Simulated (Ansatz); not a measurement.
# Charge trapping in a frame of liquid 96GeO2-4CaO (mol %) from 2500 K (71 atoms)

Does an extra electron or hole in a frame of liquid 96GeO2-4CaO (mol %) from 2500 K (71 atoms) stay spread out, or do the atoms trap it?

Program: Ansatz 0.2.0. Level of theory: Kohn-Sham DFT, revPBE, PAW (set soft_2), plane waves. Results are calculated unless marked as measured.

## (1) The starting structure

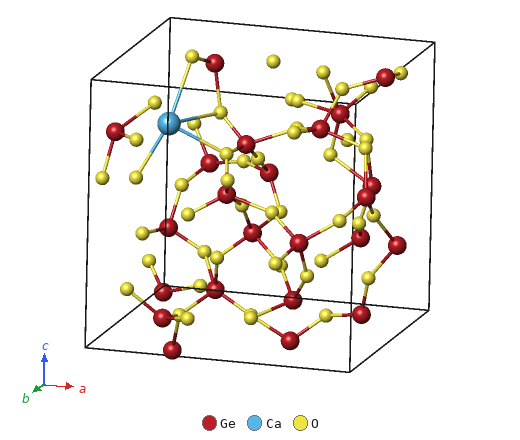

Start, viewed from a free direction; germanium red, calcium blue, oxygen yellow. Bonds to atoms that aren't drawn are left out. Some periodic images of atoms are drawn too.

The cell holds 71 atoms: 23 Ge, 1 Ca and 47 O. Its edges and angles: a = 10.367 Å, b = 10.367 Å, c = 10.367 Å, α = 90.0°, β = 90.0°, γ = 90.0°. 71 atoms (23 Ge, 1 Ca, 47 O) placed at random at 3.67 g/cm³, melted at 4000 K for 10 ps at fixed volume with the Morse and Coulomb pair potential with partial charges (Pedone, Malavasi, Menziani, Cormack and Segre, J. Phys. Chem. B 110, 11780 (2006)). Snapshot at the end of a hold of 10 ps at 2500 K and fixed volume.

Limits known from the start: The network of bonds at the start is that of the classical potential that made the cell, and needn't be the one that DFT or experiment would give. Sampling is at Γ alone, for a cell whose shortest periodic width is 10 Å. The liquid is relaxed first, so the results are those of a frozen frame at zero temperature.

## (2) Single point at the start

A single point comes first, to see the forces before anything moves.

input.yaml reads:

```yaml
crystal:
  lattice:
    - [10.367, 0.0, 0.0]
    - [0.0, 10.367, 0.0]
    - [0.0, 0.0, 10.367]
  atoms:
    - { symbol: Ge, position: [0.58961, 0.69418, 0.63574] }
    - { symbol: Ge, position: [0.50017, 0.58525, 0.3783] }
    - { symbol: Ge, position: [0.05557, 0.20063, 0.02724] }
    - { symbol: Ge, position: [0.77875, 0.08421, 0.42096] }
    - { symbol: Ge, position: [0.54075, 0.12326, 0.23694] }
    - { symbol: Ge, position: [0.03798, 0.80261, 0.76363] }
    - { symbol: Ge, position: [0.29327, 0.41297, 0.95233] }
    - { symbol: Ge, position: [0.41914, 0.41662, 0.66169] }
    - { symbol: Ge, position: [0.20401, 0.70894, 0.06211] }
    - { symbol: Ge, position: [0.44057, 0.9523, 0.7176] }
    - { symbol: Ge, position: [0.91956, 0.5917, 0.11374] }
    - { symbol: Ge, position: [0.32491, 0.98588, 0.01739] }
    - { symbol: Ge, position: [0.60977, 0.41931, 0.09862] }
    - { symbol: Ge, position: [0.82409, 0.02521, 0.85785] }
    - { symbol: Ge, position: [0.28369, 0.92824, 0.45734] }
    - { symbol: Ge, position: [0.62632, 0.17072, 0.68122] }
    - { symbol: Ge, position: [0.43624, 0.82934, 0.21729] }
    - { symbol: Ge, position: [0.70464, 0.76846, 0.03681] }
    - { symbol: Ge, position: [0.30564, 0.26576, 0.42977] }
    - { symbol: Ge, position: [0.93773, 0.55582, 0.58618] }
    - { symbol: Ge, position: [0.80666, 0.53624, 0.83843] }
    - { symbol: Ge, position: [0.97851, 0.35137, 0.32124] }
    - { symbol: Ge, position: [0.9766, 0.8193, 0.45751] }
    - { symbol: Ca, position: [0.10328, 0.33761, 0.6921] }
    - { symbol: O, position: [0.25607, 0.56276, 0.03074] }
    - { symbol: O, position: [0.73579, 0.9208, 0.97597] }
    - { symbol: O, position: [0.39253, 0.99984, 0.87229] }
    - { symbol: O, position: [0.01543, 0.44632, 0.50784] }
    - { symbol: O, position: [0.18079, 0.33134, 0.35884] }
    - { symbol: O, position: [0.43135, 0.0465, 0.13267] }
    - { symbol: O, position: [0.58119, 0.32125, 0.71389] }
    - { symbol: O, position: [0.62972, 0.67563, 0.48968] }
    - { symbol: O, position: [0.77082, 0.07962, 0.60165] }
    - { symbol: O, position: [0.68299, 0.09671, 0.81854] }
    - { symbol: O, position: [0.17738, 0.31205, 0.94294] }
    - { symbol: O, position: [0.39826, 0.68762, 0.29994] }
    - { symbol: O, position: [0.50425, 0.5502, 0.64804] }
    - { symbol: O, position: [0.32419, 0.90989, 0.61615] }
    - { symbol: O, position: [0.60961, 0.24538, 0.14899] }
    - { symbol: O, position: [0.18526, 0.8059, 0.88597] }
    - { symbol: O, position: [0.15865, 0.8362, 0.40291] }
    - { symbol: O, position: [0.41209, 0.89738, 0.37158] }
    - { symbol: O, position: [0.68654, 0.67681, 0.90925] }
    - { symbol: O, position: [0.30023, 0.82115, 0.10828] }
    - { symbol: O, position: [0.94141, 0.89766, 0.8379] }
    - { symbol: O, position: [0.50157, 0.08446, 0.6369] }
    - { symbol: O, position: [0.85158, 0.2312, 0.3938] }
    - { symbol: O, position: [0.58675, 0.50686, 0.24649] }
    - { symbol: O, position: [0.92537, 0.66887, 0.47162] }
    - { symbol: O, position: [0.45134, 0.41608, 0.01677] }
    - { symbol: O, position: [0.33395, 0.46301, 0.78348] }
    - { symbol: O, position: [0.45712, 0.19427, 0.35982] }
    - { symbol: O, position: [0.01705, 0.26126, 0.15478] }
    - { symbol: O, position: [0.53115, 0.82451, 0.70395] }
    - { symbol: O, position: [0.41474, 0.43828, 0.43973] }
    - { symbol: O, position: [0.70721, 0.42809, 0.95992] }
    - { symbol: O, position: [0.87506, 0.42675, 0.72361] }
    - { symbol: O, position: [0.31476, 0.31103, 0.59178] }
    - { symbol: O, position: [0.25831, 0.09653, 0.43882] }
    - { symbol: O, position: [0.5628, 0.79473, 0.12532] }
    - { symbol: O, position: [0.01014, 0.86157, 0.60154] }
    - { symbol: O, position: [0.80462, 0.64497, 0.71166] }
    - { symbol: O, position: [0.66654, 0.03672, 0.31125] }
    - { symbol: O, position: [0.06618, 0.70338, 0.15638] }
    - { symbol: O, position: [0.92406, 0.17024, 0.91699] }
    - { symbol: O, position: [0.92844, 0.56502, 0.958] }
    - { symbol: O, position: [0.90769, 0.47184, 0.22055] }
    - { symbol: O, position: [0.82314, 0.71782, 0.13018] }
    - { symbol: O, position: [0.15498, 0.06585, 0.02894] }
    - { symbol: O, position: [0.06671, 0.62822, 0.69596] }
    - { symbol: O, position: [0.86853, 0.94863, 0.39238] }
kpoints:
  mp_grid: { grid: [1, 1, 1] }
hamiltonian:
  xc: revpbe
scf:
  occupations: { method: fermi_dirac, width: 0.05 }
output:
  forces: true
```

Launch:

```bash
> ansatz run input.yaml --threads 4 --pin off --max-ram 8192MiB --backend cpu --events-out ev --progress --plain --runs-dir out
```

Numbers of over 12 decimals in the logs are rounded to 6 here.

Log:

```text
[...]
Pseudopotentials: kind: paw
Pseudopotential: Ge, paw, valence charge 14, recommended cutoff 420 eV (normal), Ge.paw.azcp
Pseudopotential: Ca, paw, valence charge 10, recommended cutoff 420 eV (normal), Ca.paw.azcp
Pseudopotential: O, paw, valence charge 6, recommended cutoff 420 eV (normal), O.paw.azcp
[... 5 lines on functional and potentials left out ...]
Crystal: 71 atoms, lattice volume = 1114.190 Å³
Basis set: ecut = 420 eV, 21879 PW (Γ), exchange–correlation on 144×144×144 points (8 copies of the dense FFT grid, shifted against one another)
Bands: 378, of which v1, the nominal top of the filled ones, is band 307 counted from 1 (306 counted from 0)
Symmetry: 1 space group operations
Space group: P1 (ITA 1), of the structure as read, at distance tolerance 1.0e-4 Å
k-points: 1
[... 10 lines on functional and potentials left out ...]
Initial density: superposition of atomic densities (neutral atoms: chi_scale 0, normalization atom), corrected by the library's trained network
Initial wavefunctions: pseudopotential atomic-orbital guess
[...]
SCF iter   1: F=—  HF=-127395.861188 eV  |F-HF|=—  |Δ(HF+E_count)|=         —  Δρ=5.71e-3  dr2=3.54e-1  ethr=1.77e-3  ⟨swp⟩=6.0  Hψ=1499  notcnv=0  defer=56
preconditioner: auto → Resta (q_TF=auto, 2.470 Å⁻¹)  ε∞=2.8  [insulator: Δε(μ)=0.701 eV  Ē_g=20.391 eV  σ=0.050 eV  W_gap=1.00  n_scr=256 (ndim 8)  ℏωp=27.5 eV  f_vac=0.265  D(μ)=0.07/eV (n_scr^D=0)  ε∞_Penn≈2.8]
SCF iter   2: F=—  HF=-127395.804070 eV  |F-HF|=—  |Δ(HF+E_count)|=   5.71e-2  Δρ=2.91e-3  dr2=5.32e-2  ethr=5.76e-5  ⟨swp⟩=2.0  Hψ=588  notcnv=0  defer=60
SCF iter   3: F=—  HF=-127395.801907 eV  |F-HF|=—  |Δ(HF+E_count)|=   2.16e-3  Δρ=1.25e-3  dr2=1.64e-2  ethr=8.67e-6  ⟨swp⟩=2.0  Hψ=485  notcnv=0  defer=38
automatic band count: iteration 3 solves 356 bands in place of 378: the levels show a gap, and the empty bands left out lie too high to hold charge; the band table lists the bands solved (type scf.n_extra_bands for more)
SCF iter   4: F=—  HF=-127395.803098 eV  |F-HF|=—  |Δ(HF+E_count)|=   1.19e-3  Δρ=6.16e-4  dr2=4.35e-3  ethr=2.67e-6  ⟨swp⟩=2.0  Hψ=473  notcnv=0  defer=38
SCF iter   5: F=—  HF=-127395.802809 eV  |F-HF|=—  |Δ(HF+E_count)|=   2.89e-4  Δρ=2.12e-4  dr2=5.27e-4  ethr=7.09e-7  ⟨swp⟩=2.0  Hψ=473  notcnv=0  defer=38
[...]
SCF iter  10: F=—  HF=-127395.804507 eV  |F-HF|=—  |Δ(HF+E_count)|=   6.44e-7  Δρ=3.62e-6  dr2=1.30e-7  ethr=1.04e-10  ⟨swp⟩=2.0  Hψ=474  notcnv=0  defer=38
SCF iter  11: F=-127395.804507 eV  HF=-127395.804507 eV  |F-HF|=2.58e-8  |Δ(HF+E_count)|=   1.52e-7  Δρ=1.82e-6  dr2=3.48e-8  ethr=1.63e-11  ⟨swp⟩=4.0  Hψ=1078  notcnv=0
SCF 1 converged in 11 iterations: F = -127395.804507 eV  dr2 = 3.48e-8
[...]
SCF converged after 11 iterations
Free energy (F): -127395.804507 eV
Harris-Foulkes:  -127395.804507 eV  (|F-HF|=2.58e-8)
Internal energy: -127395.793623 eV  (E = F + TS)
E sigma→0 (E₀):  -127395.799065 eV
Entropy (-TS):   -0.010884 eV (-0.153 meV/atom)
Fermi energy:    4.411076 eV
--- Per-component energies (eV) ---
[...]
Σ components = -127395.804507   (vs F -127395.804507, Δ=0.00e0)
--- Forces (eV/Å), atoms counted from 1 ---
  atom   1  Ge     1.02934455    -2.81531294     5.76164073
  atom   2  Ge     0.77574221    -3.96523765    -0.01424691
  atom   3  Ge     2.13875721    -3.83741167    -7.91515915
  atom   4  Ge     1.72038175    -0.30507714     2.70174399
[...]
atom  71  O      2.77058143    -3.43638132    -0.19495762
  max |Σ_I F_I| component: 1.22e-5 eV/Å
```

It took 12 s on 4 threads of Arm Neoverse V1, shared host; peak memory 1.4 GiB.

In the SCF lines HF is the Harris–Foulkes energy and dr2 the Hartree energy of the density residual, in eV; the loop may stop once dr2 is under the threshold and the program's other checks hold. Hψ counts applications of the Hamiltonian.

The r.m.s. force at the start is 2.8 eV/Å.

## (3) Relaxation

With the cell held, the atoms are moved downhill towards a nearby minimum.

input.yaml reads:

```yaml
crystal:
  lattice:
    - [10.367, 0.0, 0.0]
    - [0.0, 10.367, 0.0]
    - [0.0, 0.0, 10.367]
  atoms:
    [... the 71 atom lines of step 2 ...]
kpoints:
  mp_grid: { grid: [1, 1, 1] }
hamiltonian:
  xc: revpbe
scf:
  occupations: { method: fermi_dirac, width: 0.05 }
output:
  forces: true
relax:
  f_tol: 0.06
  max_steps: 150
```

Log:

```text
[...]
Crystal: 71 atoms, lattice volume = 1114.190 Å³
Basis set: ecut = 420 eV, 21879 PW (Γ), exchange–correlation on 144×144×144 points (8 copies of the dense FFT grid, shifted against one another)
Bands: 378, of which v1, the nominal top of the filled ones, is band 307 counted from 1 (306 counted from 0)
Symmetry: 1 space group operations
[...]
k-points: 1
[...]
SCF iter   1: F=—  HF=-127395.861188 eV  |F-HF|=—  |Δ(HF+E_count)|=         —  Δρ=5.71e-3  dr2=3.54e-1  ethr=1.77e-3  ⟨swp⟩=6.0  Hψ=1499  notcnv=0  defer=56
[...]
SCF iter   6: F=—  HF=-127395.804459 eV  |F-HF|=—  |Δ(HF+E_count)|=   2.26e-4  Δρ=1.27e-4  dr2=1.75e-4  ethr=8.58e-8  ⟨swp⟩=2.0  Hψ=527  notcnv=0  defer=60
SCF iter   7: F=-127395.804498 eV  HF=-127395.804489 eV  |F-HF|=9.41e-6  |Δ(HF+E_count)|=   2.95e-5  Δρ=4.09e-5  dr2=1.86e-5  ethr=1.47e-8  ⟨swp⟩=2.0  Hψ=1149  notcnv=0
SCF 1 converged in 7 iterations: F = -127395.804498 eV  dr2 = 1.86e-5
[...]
relax step   1: F+E_penalty+E_count = -127395.80449804 eV  Δ(F+E_penalty+E_count) = +0.000e0 eV  max|allowed force component| = 9.427e0 eV/Å  Δτ_max = 0.0000 Å  (7 SCF iters, dr2 threshold 9.00e-5 eV, accepted)
[...]
relax step   2: F+E_penalty+E_count = -127409.90251457 eV  Δ(F+E_penalty+E_count) = -1.410e1 eV  max|allowed force component| = 4.069e0 eV/Å  Δτ_max = 0.1947 Å  (9 SCF iters, dr2 threshold 1.00e-4 eV, accepted)
[...]
relax step   3: F+E_penalty+E_count = -127417.14657645 eV  Δ(F+E_penalty+E_count) = -7.244e0 eV  max|allowed force component| = 1.897e0 eV/Å  Δτ_max = 0.1949 Å  (8 SCF iters, dr2 threshold 1.00e-4 eV, accepted)
relax step   4: F+E_penalty+E_count = -127419.15314064 eV  Δ(F+E_penalty+E_count) = -2.007e0 eV  max|allowed force component| = 1.210e0 eV/Å  Δτ_max = 0.1949 Å  (8 SCF iters, dr2 threshold 1.00e-4 eV, accepted)
relax step   5: F+E_penalty+E_count = -127420.34645140 eV  Δ(F+E_penalty+E_count) = -1.193e0 eV  max|allowed force component| = 8.165e-1 eV/Å  Δτ_max = 0.2000 Å  (8 SCF iters, dr2 threshold 1.00e-4 eV, accepted)
relax step   6: F+E_penalty+E_count = -127421.10525882 eV  Δ(F+E_penalty+E_count) = -7.588e-1 eV  max|allowed force component| = 3.830e-1 eV/Å  Δτ_max = 0.2000 Å  (8 SCF iters, dr2 threshold 1.00e-4 eV, accepted)
relax step   7: F+E_penalty+E_count = -127421.49198352 eV  Δ(F+E_penalty+E_count) = -3.867e-1 eV  max|allowed force component| = 2.307e-1 eV/Å  Δτ_max = 0.2000 Å  (8 SCF iters, dr2 threshold 3.23e-5 eV, accepted)
relax step   8: F+E_penalty+E_count = -127421.73010734 eV  Δ(F+E_penalty+E_count) = -2.381e-1 eV  max|allowed force component| = 2.336e-1 eV/Å  Δτ_max = 0.2000 Å  (8 SCF iters, dr2 threshold 1.17e-5 eV, accepted)
relax step   9: F+E_penalty+E_count = -127421.83782334 eV  Δ(F+E_penalty+E_count) = -1.077e-1 eV  max|allowed force component| = 5.979e-1 eV/Å  Δτ_max = 0.1946 Å  (8 SCF iters, dr2 threshold 1.98e-5 eV, accepted)
relax step  10: F+E_penalty+E_count = -127421.88337649 eV  Δ(F+E_penalty+E_count) = -4.555e-2 eV  max|allowed force component| = 6.217e-1 eV/Å  Δτ_max = 0.1970 Å  (6 SCF iters, dr2 threshold 1.00e-4 eV, accepted)
relax step  11: F+E_penalty+E_count = -127422.11137767 eV  Δ(F+E_penalty+E_count) = -2.280e-1 eV  max|allowed force component| = 2.830e-1 eV/Å  Δτ_max = 0.2000 Å  (8 SCF iters, dr2 threshold 1.00e-4 eV, accepted)
relax step  12: F+E_penalty+E_count = -127422.18606961 eV  Δ(F+E_penalty+E_count) = -7.469e-2 eV  max|allowed force component| = 4.335e-1 eV/Å  Δτ_max = 0.1987 Å  (8 SCF iters, dr2 threshold 1.66e-5 eV, accepted)
relax step  13: F+E_penalty+E_count = -127422.27946951 eV  Δ(F+E_penalty+E_count) = -9.340e-2 eV  max|allowed force component| = 2.722e-1 eV/Å  Δτ_max = 0.2000 Å  (6 SCF iters, dr2 threshold 3.89e-5 eV, accepted)
relax step  14: F+E_penalty+E_count = -127422.33668980 eV  Δ(F+E_penalty+E_count) = -5.722e-2 eV  max|allowed force component| = 1.644e-1 eV/Å  Δτ_max = 0.1912 Å  (6 SCF iters, dr2 threshold 2.92e-5 eV, accepted)
relax step  15: F+E_penalty+E_count = -127422.36586519 eV  Δ(F+E_penalty+E_count) = -2.918e-2 eV  max|allowed force component| = 1.940e-1 eV/Å  Δτ_max = 0.1932 Å  (7 SCF iters, dr2 threshold 9.84e-6 eV, accepted)
relax step  16: F+E_penalty+E_count = -127422.37432345 eV  Δ(F+E_penalty+E_count) = -8.458e-3 eV  max|allowed force component| = 1.862e-1 eV/Å  Δτ_max = 0.2000 Å  (7 SCF iters, dr2 threshold 1.37e-5 eV, accepted)
relax step  17: F+E_penalty+E_count = -127422.39029193 eV  Δ(F+E_penalty+E_count) = -1.597e-2 eV  max|allowed force component| = 1.219e-1 eV/Å  Δτ_max = 0.0981 Å  (6 SCF iters, dr2 threshold 3.19e-5 eV, accepted)
relax step  18: F+E_penalty+E_count = -127422.39580777 eV  Δ(F+E_penalty+E_count) = -5.516e-3 eV  max|allowed force component| = 1.588e-1 eV/Å  Δτ_max = 0.0408 Å  (6 SCF iters, dr2 threshold 6.36e-6 eV, accepted)
relax step  19: F+E_penalty+E_count = -127422.40373089 eV  Δ(F+E_penalty+E_count) = -7.923e-3 eV  max|allowed force component| = 6.357e-2 eV/Å  Δτ_max = 0.0378 Å  (6 SCF iters, dr2 threshold 1.08e-5 eV, accepted)
[...]
relax step  20: F+E_penalty+E_count = -127422.40701082 eV  Δ(F+E_penalty+E_count) = -3.280e-3 eV  max|allowed force component| = 4.223e-2 eV/Å  Δτ_max = 0.0214 Å  (9 SCF iters, accepted)
SCF converged after 9 iterations
Free energy (F): -127422.407011 eV
[...]
Internal energy: -127422.407008 eV  (E = F + TS)
E sigma→0 (E₀):  -127422.407009 eV
Entropy (-TS):   -0.000003 eV (-0.000 meV/atom)
Fermi energy:    4.640213 eV
[...]
Σ components = -127422.407011   (vs F -127422.407011, Δ=0.00e0)
--- Forces (eV/Å), atoms counted from 1 ---
  atom   1  Ge     0.02155620    -0.02490253     0.01404815
  atom   2  Ge     0.00034229     0.01583762     0.00017152
  atom   3  Ge     0.00347879     0.02274927     0.00911712
  atom   4  Ge    -0.00432726     0.00270483    -0.00398530
[...]
atom  71  O     -0.00112523     0.00210939    -0.00328578
  max |Σ_I F_I| component: 4.30e-5 eV/Å
--- Relaxed structure (20 steps of the walk, 20 accepted, 0 SCFs on fresh bases) ---
  F+E_penalty+E_count = -127422.40701082 eV   max|allowed force component| = 4.223e-2 eV/Å
  atoms:
    - { symbol: Ge, position: [0.586308, 0.652230, 0.624727] }
    - { symbol: Ge, position: [0.499051, 0.550512, 0.354815] }
    - { symbol: Ge, position: [0.085315, 0.206259, 0.023819] }
    - { symbol: Ge, position: [0.809048, 0.104627, 0.414909] }
[...]
- { symbol: O, position: [0.911455, 0.971678, 0.386106] }
```

Elapsed: 3.1 min, on 4 threads; peak memory 1.5 GiB; 12 min of CPU time.

The relaxation converged after 20 steps, 26.6 eV below its start, with a largest force component of 0.042 eV/Å.

(Continued in part 2 of 4.)

[Logs are printed without paths, hosts, clocks, repeated set-up lines and the standing remarks that a program may print on its own settings, such as how far it seeks lower states.]

[Hosts, paths, dates, database ids (printed as entryN), source tags and the programs' standing remarks are cut or masked in the printed files.]
